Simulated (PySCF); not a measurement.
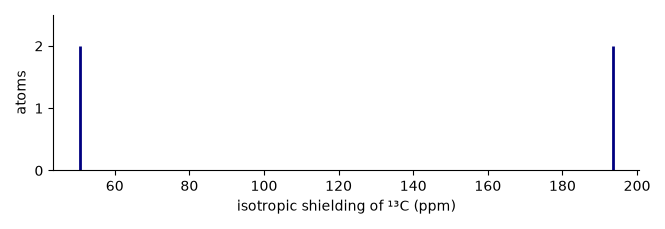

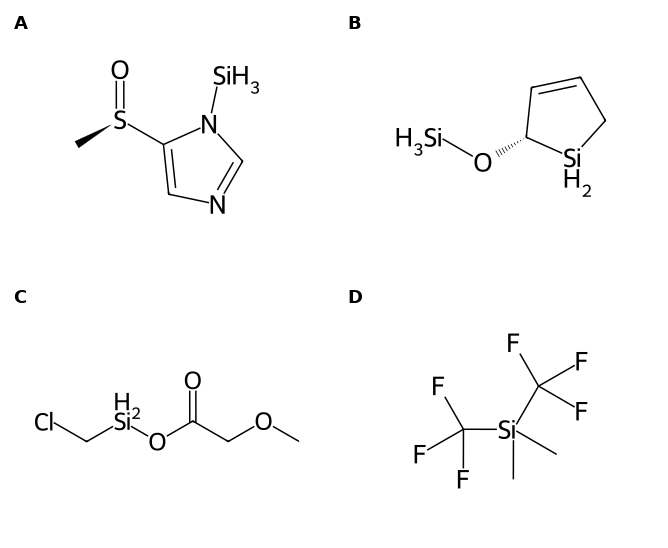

The sticks are computed shieldings of one of the molecules, for one fixed geometry (PBE0-D3(BJ)/def2-SVP) without averaging over rotations. Low shielding means a high chemical shift. Method: GIAO PBE0/pcSseg-1 NMR shielding, non-relativistic, gas phase (PySCF 2.14.0).

**Which molecule gives this pattern?**

D, `C[Si](C)(C(F)(F)F)C(F)(F)F`. Its 4 C atoms give lines at 50.6 (2 atoms), 193.5 (2 atoms) ppm.

The geometry is semi-empirical. Around Si such bond lengths and angles can be off by a tenth of an ångström or more and by several degrees, and values that hang on the shape move with them.
